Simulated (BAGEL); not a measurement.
# A workflow on CH5AlOSi (SMILES [CH2]1O[SiH2][AlH]1)

Aim: a single-point energy (HF/def2-SV(P)), then a single-point energy (NEVPT2(2,2)/def2-SV(P)), then the energy (CASPT2(2,2)/def2-SV(P)) of CH5AlOSi. 

Program for the calculation: BAGEL 1.2.2.

2 further runs of the same task are left out: 2 set aside as unsound or not needed.

## (1) The molecule

The species is CH5AlOSi (9 atoms), meant as a singlet with charge 0. SMILES: `[CH2]1O[SiH2][AlH]1`. One bond was lengthened or shortened from a relaxed shape.

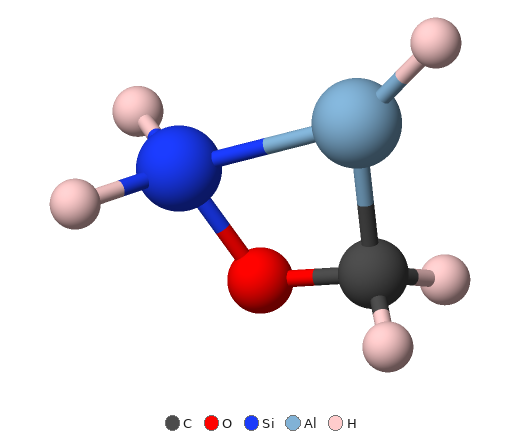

The structure, seen from a chosen angle (carbon dark grey, oxygen red, silicon blue, aluminium light blue, hydrogen pink).

## (2) A single-point energy at HF/def2-SV(P) (density fitting with svp-jkfit) (run 1)

Contents of hf.json:

```json
{ "bagel": [

{
  "title": "molecule",
  "basis": "def2-sv_p_.json",
  "df_basis": "svp-jkfit",
  "angstrom": true,
  "geometry": [
    { "atom": "C", "xyz": [   -0.192860,    1.011236,   -0.538515 ] },
    { "atom": "O", "xyz": [    0.738140,   -0.032564,   -0.907915 ] },
    { "atom": "Si", "xyz": [    0.884840,   -1.235164,    0.250785 ] },
    { "atom": "Al", "xyz": [   -0.741760,    0.268036,    1.236085 ] },
    { "atom": "H", "xyz": [   -1.090200,    1.097600,   -1.420100 ] },
    { "atom": "H", "xyz": [    0.330340,    1.974736,   -0.528015 ] },
    { "atom": "H", "xyz": [    2.294740,   -1.349564,    0.729985 ] },
    { "atom": "H", "xyz": [    0.539440,   -2.571864,   -0.318315 ] },
    { "atom": "H", "xyz": [   -1.738060,    0.701136,    2.398685 ] }
  ]
},
{
  "title": "hf"
},
{
  "title": "print",
  "file": "orbitals.molden",
  "orbitals": true
}

]}
```

The basis set def2-SV(P) is read from a file made from the Basis Set Exchange's data (not shown).

Started as:

```sh
$ BAGEL_NUM_THREADS=1 BAGEL hf.json > hf.out
```

What it wrote:

```text
* using 1 threads per process

  ===============================================================
  ===============================================================

  *** Geometry ***

  { "atom" : "C", "xyz" : [     -0.364453,      1.910959,     -1.017646 ] },
  { "atom" : "O", "xyz" : [      1.394882,     -0.061537,     -1.715711 ] },
  { "atom" : "Si", "xyz" : [      1.672105,     -2.334122,      0.473915 ] },
[... 5 lines of this table left out ...]
  { "atom" : "H", "xyz" : [     -3.284457,      1.324955,      4.532858 ] },

  Number of auxiliary basis functions:      498

  Since a DF basis is specified, we compute 2- and 3-index integrals:
    o Being stored without compression. Storage requirement is 0.022 GB

  Number of basis functions:       74
  Number of electrons      :       46

    * METHOD: MOLECULE                             0.21

  *** RHF ***

  === Nuclear Repulsion ===
   198.5024616688

      * DIIS with orbital gradients will be used.

  === RHF iteration (def2-sv_p_.json) ===
      0       -645.99877341          0.01818782           0.06
      1       -646.10261307          0.01367148           0.06
      2       -646.17738116          0.00170430           0.06
[... 10 lines of this table left out ...]
     13       -646.17990699          0.00000000           0.06
    * SCF iteration converged.

    * Permanent dipole moment:
           (    0.622331,    -0.268769,    -0.864096) a.u.

    * METHOD: HF                                   1.01

    * METHOD: PRINT                                0.01

  ===============================================================
```

Run time: 1.4 s. Hardware: 1 thread of Arm Neoverse V2, shared host; peak memory 0.15 GiB.

## (3) The energy at NEVPT2(2,2)/def2-SV(P) (density fitting with svp-jkfit) (run 2)

Contents of input.json:

```json
{ "bagel" : [

{
  "title" : "molecule",
  "basis" : "def2-sv_p_.json",
  "df_basis" : "svp-jkfit",
  "angstrom" : "true",
  "geometry" : [
    { "atom" : "C", "xyz" : [      -0.192860,       1.011236,      -0.538515 ] },
    { "atom" : "O", "xyz" : [       0.738140,      -0.032564,      -0.907915 ] },
    { "atom" : "Si", "xyz" : [       0.884840,      -1.235164,       0.250785 ] },
    { "atom" : "Al", "xyz" : [      -0.741760,       0.268036,       1.236085 ] },
    { "atom" : "H", "xyz" : [      -1.090200,       1.097600,      -1.420100 ] },
    { "atom" : "H", "xyz" : [       0.330340,       1.974736,      -0.528015 ] },
    { "atom" : "H", "xyz" : [       2.294740,      -1.349564,       0.729985 ] },
    { "atom" : "H", "xyz" : [       0.539440,      -2.571864,      -0.318315 ] },
    { "atom" : "H", "xyz" : [      -1.738060,       0.701136,       2.398685 ] }
  ]
},

{ "title" : "hf", "charge" : 0 },

{ "title" : "casscf", "nstate" : 1, "nact" : 2, "nclosed" : 22, "charge" : 0, "active" : [17, 28], "maxiter" : 200, "natocc" : "true" },

{
  "title" : "nevpt2",
  "nstate" : 1,
  "nact" : 2,
  "nclosed" : 22,
  "charge" : 0,
  "active" : [17, 28],
  "maxiter" : 200,
  "natocc" : "true",
  "ncore" : 12
},

{ "title" : "print", "file" : "orbitals.molden", "orbitals" : "true" }

]}
```

The basis set def2-SV(P) is read from a file made from the Basis Set Exchange's data (not shown).

Started as:

```sh
$ BAGEL_NUM_THREADS=1 BAGEL input.json > input.out
```

What it wrote:

```text
* using 1 threads per process

  ===============================================================
  ===============================================================

  *** Geometry ***

  { "atom" : "C", "xyz" : [     -0.364453,      1.910959,     -1.017646 ] },
  { "atom" : "O", "xyz" : [      1.394882,     -0.061537,     -1.715711 ] },
  { "atom" : "Si", "xyz" : [      1.672105,     -2.334122,      0.473915 ] },
[... 5 lines of this table left out ...]
  { "atom" : "H", "xyz" : [     -3.284457,      1.324955,      4.532858 ] },

[... 23 lines left out ...]
    * SCF iteration converged.
[... 1 line left out ...]
    * Permanent dipole moment:
[... 27 lines left out ...]
    * Second-order optimization converged. *
[... 9 lines left out ...]
     * ci vector, state   0, <S^2> = 0.0000
[... 3 lines left out ...]
    * METHOD: CASSCF                               3.67

    * freezing 12 orbitals

  === DF-NEVPT2 calculation ===

    * 3-index integral transformation done
    * assembly done

      NEVPT2 correlation energy:   -0.4203252229      0.09

          (+0)     -0.3713343465
          (+0)'    -0.0154412632
          (+1)     -0.0062784833
          (+1)'    -0.0000000000
          (+2)     -0.0002181900
          (-1)     -0.0226996381
          (-1)'     0.0000000000
          (-2)     -0.0043533017

      NEVPT2 total energy:       -646.6212240326

    * METHOD: NEVPT2                               0.21

    * METHOD: PRINT                                0.01

  ===============================================================
```

Run time: 5.4 s. Hardware: 1 thread of Arm Neoverse V2, shared host; peak memory 0.15 GiB.

## (4) A single-point energy at CASPT2(2,2)/def2-SV(P) (density fitting with svp-jkfit) (run 3)

Contents of input.json:

```json
{ "bagel" : [

{
  "title" : "molecule",
  "basis" : "def2-sv_p_.json",
  "df_basis" : "svp-jkfit",
  "angstrom" : true,
  "geometry" : [
    { "atom" : "C", "xyz" : [   -0.192860,    1.011236,   -0.538515 ] },
    { "atom" : "O", "xyz" : [    0.738140,   -0.032564,   -0.907915 ] },
    { "atom" : "Si", "xyz" : [    0.884840,   -1.235164,    0.250785 ] },
    { "atom" : "Al", "xyz" : [   -0.741760,    0.268036,    1.236085 ] },
    { "atom" : "H", "xyz" : [   -1.090200,    1.097600,   -1.420100 ] },
    { "atom" : "H", "xyz" : [    0.330340,    1.974736,   -0.528015 ] },
    { "atom" : "H", "xyz" : [    2.294740,   -1.349564,    0.729985 ] },
    { "atom" : "H", "xyz" : [    0.539440,   -2.571864,   -0.318315 ] },
    { "atom" : "H", "xyz" : [   -1.738060,    0.701136,    2.398685 ] }
  ]
},
{
  "title" : "hf"
},
{
  "title" : "casscf",
  "nstate" : 1,
  "nact" : 2,
  "nclosed" : 22,
  "active" : [17, 28],
  "maxiter" : 200,
  "natocc" : true
},
{
  "title" : "print",
  "file" : "orbitals.molden",
  "orbitals" : true
},
{
  "title" : "smith",
  "method" : "caspt2",
  "ms" : true,
  "xms" : true,
  "sssr" : true,
  "shift" : 0.2,
  "shift_imag" : true,
  "ncore" : 12
}

]}
```

The basis set def2-SV(P) is read from a file made from the Basis Set Exchange's data (not shown).

Started as:

```sh
$ BAGEL_NUM_THREADS=1 BAGEL input.json > input.out
```

What it wrote:

```text
* using 1 threads per process

  ===============================================================
  ===============================================================

  *** Geometry ***

  { "atom" : "C", "xyz" : [     -0.364453,      1.910959,     -1.017646 ] },
  { "atom" : "O", "xyz" : [      1.394882,     -0.061537,     -1.715711 ] },
  { "atom" : "Si", "xyz" : [      1.672105,     -2.334122,      0.473915 ] },
[... 5 lines of this table left out ...]
  { "atom" : "H", "xyz" : [     -3.284457,      1.324955,      4.532858 ] },

[... 25 lines left out ...]
    * Permanent dipole moment:
[... 37 lines left out ...]
     * ci vector, state   0, <S^2> = 0.0000
[... 21 lines left out ...]
       #      aibj      arbs      arbi      airj      risj      airs      arst      rist         Etot      error   time
[... 9 lines left out ...]
      ------------------------------------------------------------------------------------------------------------------

    * CASPT2 energy : state  0     -646.6242223968
        w/o shift correction       -646.6214838476
        reference weight              0.8670977699

    * METHOD: SMITH                                0.37

  ===============================================================
```

Wall time 5.7 s (1 thread of Arm Neoverse V2, shared host); peak memory 0.15 GiB.

## (5) Summary of results

| quantity | value |
| --- | --- |
| run 1, HF/def2-SV(P): total energy | -646.17991 Eh |
| run 1, HF/def2-SV(P): dipole moment | 2.79 D |
| run 1, HF/def2-SV(P): HOMO energy | -9.51 eV |
| run 1, HF/def2-SV(P): LUMO energy | 0.76 eV |
| run 1, HF/def2-SV(P): HOMO–LUMO gap | 10.27 eV |
| run 2, NEVPT2(2,2)/def2-SV(P): total energy | -646.62122 Eh |
| run 3, CASPT2(2,2)/def2-SV(P): total energy | -646.62422 Eh |
